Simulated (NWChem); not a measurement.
# C3H3F (SMILES C=C[C]F): levels of theory compared

Aim: a comparison of 3 runs (UHF/STO-3G, UHF/3-21G, UB3LYP/6-31G*) of C3H3F. 

The results are computed with NWChem 7.3.0.

## (1) Starting point

C3H3F has 7 atoms, charge 0, and is taken as a triplet. As SMILES, `C=C[C]F`. Geometry: relaxed at GFN2-xTB.

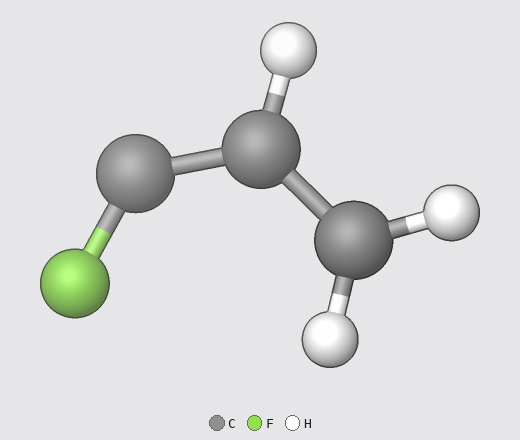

Viewed from a chosen angle; carbon grey, fluorine green, hydrogen white.

## (2) Energy and forces at UHF/STO-3G (run 1)

File c3h3f.xyz:

```xyz
7
C3H3F
C     -0.055490     0.877360    -0.361910
C      0.214470    -0.103660     0.571450
C      0.010420    -1.429420     0.386220
F     -0.467430    -2.066430    -0.667960
H     -0.459790     0.631190    -1.326290
H      0.137690     1.908930    -0.133130
H      0.620120     0.182030     1.531620
```

File c3h3f.nw:

```
START c3h3f
TITLE "C3H3F"
memory 2200 mb

GEOMETRY units angstrom noautosym nocenter noautoz
  load c3h3f.xyz
END

BASIS spherical bse
  C library STO-3G
  F library STO-3G
  H library STO-3G
END

SCF
  nopen 2
  uhf
  thresh 1e-08
  maxiter 80
  noprint "final vectors analysis"
END

TASK scf gradient
```

Launch:

```sh
$ nwchem c3h3f.nw > c3h3f.out
```

Standard output:

```text
[...]
  functions       =    23
[...]
  wavefunction    = UHF
[...]
         Total SCF energy =   -211.875447402323
      One electron energy =   -491.823765417389
      Two electron energy =    179.280544633309
 Nuclear repulsion energy =    100.667773381757
                       Sz =      1.0000
                 Sz(Sz+1) =      2.0000
                      S^2 =      2.3030
[...]
                         UHF ENERGY GRADIENTS
    atom               coordinates                        gradient
                 x          y          z           x          y          z
   1 C      -0.104861   1.657970  -0.683911    0.002767  -0.017499   0.011474
   2 C       0.405290  -0.195889   1.079884   -0.011630  -0.029768  -0.022129
   3 C       0.019691  -2.701212   0.729850   -0.000354   0.047073  -0.012824
   4 F      -0.883315  -3.904986  -1.262261    0.007863   0.008589   0.017851
   5 H      -0.868877   1.192776  -2.506325    0.002291  -0.000241   0.005932
   6 H       0.260196   3.607355  -0.251579    0.000024  -0.006406   0.001604
   7 H       1.171857   0.343987   2.894342   -0.000961  -0.001748  -0.001908
[...]
```

Run time: 1.3 s. Hardware: 1 thread of Intel Xeon 6975P-C (Granite Rapids), shared host; peak memory 0.097 GiB.

## (3) Energy and gradient at UHF/3-21G (run 2)

File job.xyz:

```xyz
7
C3H3F hf
C     -0.055490     0.877360    -0.361910
C      0.214470    -0.103660     0.571450
C      0.010420    -1.429420     0.386220
F     -0.467430    -2.066430    -0.667960
H     -0.459790     0.631190    -1.326290
H      0.137690     1.908930    -0.133130
H      0.620120     0.182030     1.531620
```

File run.py:

```python
from ase.io import read
from ase.calculators.nwchem import NWChem

mol = read('job.xyz')

calc = NWChem(
    label='job',
    theory='scf',
    memory='2200 mb',
    basis='3-21G',
    basispar='spherical bse',
    scf={'nopen': '2', 'uhf': None, 'thresh': '1e-08', 'maxiter': '80'},
)
mol.calc = calc

forces = mol.get_forces()
e = mol.get_potential_energy()
print(f"E = {e:.6f} eV")
print("forces (eV/A):")
for s, f in zip(mol.symbols, forces):
    print(f"{s:2s} {f[0]:10.5f} {f[1]:10.5f} {f[2]:10.5f}")
```

Launch:

```sh
$ export ASE_NWCHEM_COMMAND="nwchem PREFIX.nwi > PREFIX.nwo"
$ python run.py
```

Standard output:

```text
E = -5809.736297 eV
forces (eV/A):
C    -0.06839    0.32679   -0.25886
C     0.28575    0.80825    0.52548
C     0.36283   -0.53993    1.06259
F    -0.44526   -0.40084   -1.03230
H     0.02977    0.05188    0.06016
H    -0.05440   -0.09554   -0.10973
H    -0.11025   -0.15056   -0.24734
```

The calculator wrote job.nwi:

```
title "job"

permanent_dir job

scratch_dir job

start job

geometry units angstrom nocenter noautosym noautoz
  C  -5.5489999999999998e-02 8.7736000000000003e-01 -3.6191000000000001e-01
  C  2.1446999999999999e-01 -1.0366000000000000e-01 5.7145000000000001e-01
  C  1.0420000000000000e-02 -1.4294199999999999e+00 3.8622000000000001e-01
  F  -4.6743000000000001e-01 -2.0664300000000000e+00 -6.6796000000000000e-01
  H  -4.5978999999999998e-01 6.3119000000000003e-01 -1.3262900000000000e+00
  H  1.3769000000000001e-01 1.9089300000000000e+00 -1.3313000000000000e-01
  H  6.2012000000000000e-01 1.8203000000000000e-01 1.5316200000000000e+00
end

memory 2200 mb

basis spherical bse noprint
   * library 3-21G
end

scf
  nopen 2
  uhf
  thresh 1e-08
  maxiter 80
end

task scf gradient
```

job.nwo:

```text
Northwest Computational Chemistry Package (NWChem) 7.3.0
             --------------------------------------------------------

           Job information
           ---------------

    nwchem branch   = 7.3.0
    use scalapack   = T
    input           = job.nwi
    prefix          = job.
    data base       = job/job.db
    status          = startup
    nproc           =        1

           Memory information
           ------------------

    heap     =     72089596 doubles =      550.0 Mbytes
    stack    =     72089601 doubles =      550.0 Mbytes
    global   =    144179200 doubles =     1100.0 Mbytes (distinct from heap & stack)
    total    =    288358397 doubles =     2200.0 Mbytes
    verify   = yes
    hardfail = no

[... 39 lines left out ...]
            Nuclear Dipole moment (a.u.)
[... 84 lines left out ...]
 1-e energy   =    -490.409898
[... 7 lines left out ...]
         Quadratically convergent UHF
[... 15 lines left out ...]
       Final UHF  results
[... 3 lines left out ...]
      One electron energy =   -491.679989393985
[... 1 line left out ...]
 Nuclear repulsion energy =    100.667773381757
[... 38 lines left out ...]
          Final beta eigenvalues
[... 213 lines left out ...]
                     UHF Final Beta Molecular Orbital Analysis
[... 265 lines left out ...]
                 ----------------------------------------
                 |  Time  |  1-e(secs)   |  2-e(secs)   |
                 ----------------------------------------
                 |  CPU   |       0.00   |       0.09   |
                 ----------------------------------------
                 |  WALL  |       0.00   |       0.09   |
                 ----------------------------------------

 Task  times  cpu:        1.1s     wall:        1.1s
 Total times  cpu:        1.1s     wall:        1.1s
```

Run time: 2.1 s. Hardware: 1 thread of Intel Xeon 6975P-C (Granite Rapids), shared host; peak memory 0.099 GiB.

## (4) Energy and forces at UB3LYP/6-31G(d) (Cartesian functions) (run 3)

File test.nw:

```
start test
title "C3H3F"
memory 2200 mb
charge 0

geometry noautosym nocenter noautoz
   C     -0.055490     0.877360    -0.361910
   C      0.214470    -0.103660     0.571450
   C      0.010420    -1.429420     0.386220
   F     -0.467430    -2.066430    -0.667960
   H     -0.459790     0.631190    -1.326290
   H      0.137690     1.908930    -0.133130
   H      0.620120     0.182030     1.531620
end

basis cartesian
   * library 6-31G*
end

dft
   xc b3lyp
   mult 3
   grid xfine
   convergence energy 1e-08
   maxiter 100
   mulliken
end

task dft gradient
```

Launch:

```sh
$ nwchem test.nw > test.out
```

Standard output:

```text
[...]
          Wavefunction type:  spin polarized.
          No. of atoms     :     7
          No. of electrons :    30
[...]
          Charge           :     0
          Spin multiplicity:     3
[...]
          AO basis - number of functions:    66
[...]
              XC Information
              --------------
                         B3LYP Method XC Potential
                     Hartree-Fock (Exact) Exchange  0.200
                        Slater Exchange Functional  0.800 local
                    Becke 1988 Exchange Functional  0.720 non-local
              Lee-Yang-Parr Correlation Functional  0.810
                  VWN I RPA Correlation Functional  0.190 local
[...]
 d= 0,ls=0.0,diis     1   -215.7185045995 -3.16D+02  1.07D-02  1.97D-01     2.4
[...]
 d= 0,ls=0.0,diis    12   -215.8077329958 -6.53D-09  3.77D-07  1.51D-09    28.6
[...]
         Total DFT energy =     -215.807732995793
      One electron energy =     -493.697400603762
           Coulomb energy =      205.022858352160
    Exchange-Corr. energy =      -27.800964125949
 Nuclear repulsion energy =      100.667773381757
[...]
      Total Density - Mulliken Population Analysis
     ---------------------------------------------
    Atom       Charge   Shell Charges
 -----------   ------   -------------------------------------------------------
    1 C    6     6.33   1.99  0.70  2.06  0.60  0.98  0.01
    2 C    6     6.15   1.99  0.71  2.10  0.49  0.84  0.01
    3 C    6     5.78   1.99  0.73  1.83  0.53  0.69  0.02
    4 F    9     9.21   1.99  0.96  3.30  0.94  1.95  0.06
    5 H    1     0.85   0.53  0.32
    6 H    1     0.85   0.53  0.32
    7 H    1     0.84   0.53  0.31
[...]
      <S2> =      2.0342 (Exact =     2.0000)
[...]
  wavefunction    = open shell
                         DFT ENERGY GRADIENTS
    atom               coordinates                        gradient
                 x          y          z           x          y          z
   1 C      -0.104861   1.657970  -0.683911    0.000026  -0.001287   0.000412
   2 C       0.405290  -0.195889   1.079884   -0.001177  -0.012304   0.000080
   3 C       0.019691  -2.701212   0.729850    0.001070   0.023620  -0.003320
   4 F      -0.883315  -3.904986  -1.262261   -0.000014  -0.004049   0.001018
   5 H      -0.868877   1.192776  -2.506325    0.002764   0.000788   0.006864
   6 H       0.260196   3.607355  -0.251579   -0.000841  -0.007127  -0.000401
   7 H       1.171857   0.343987   2.894342   -0.001828   0.000360  -0.004653
[...]
```

Wall time 33 s (1 thread of Intel Xeon 6975P-C (Granite Rapids), shared host); peak memory 0.13 GiB.

## (5) All runs side by side

| run | level | Cartesian functions | iteration cap | energy (Eh) | dipole moment (D) | ⟨S²⟩ | largest force (eV/Å) | wall time |
| --- | --- | --- | --- | --- | --- | --- | --- | --- |
| 1 | UHF/STO-3G | no | 80 | -211.875447 | 0.74 | 2.303 | 2.509 | 1.3 s |
| 2 | UHF/3-21G | no | 80 | -213.503873 | 1.72 | 2.228 | 1.246 | 2.1 s |
| 3 | UB3LYP/6-31G* (Cartesian functions) | yes | 100 | -215.807733 | 0.95 | 2.034 | 1.228 | 33 s |

## (6) Outcome

```
                                 quantity          value
                      run 3: total energy  -215.80773 Eh
                     run 3: dipole moment         0.95 D
run 3: HOMO energy (highest over α and β)       -5.27 eV
 run 3: LUMO energy (lowest over α and β)       -2.29 eV
                              run 3: ⟨S²⟩          2.034
          run 3: largest force on an atom     1.228 eV/Å
```

The dipole moment (its size) runs from 0.74 D (UHF/STO-3G) to 1.72 D (UHF/3-21G). In run 1 the basis is minimal, so the values are rough. Spin contamination of the reference: run 1 ⟨S²⟩ = 2.30, run 2 ⟨S²⟩ = 2.23. All runs together took 36 s, the longest 33 s.
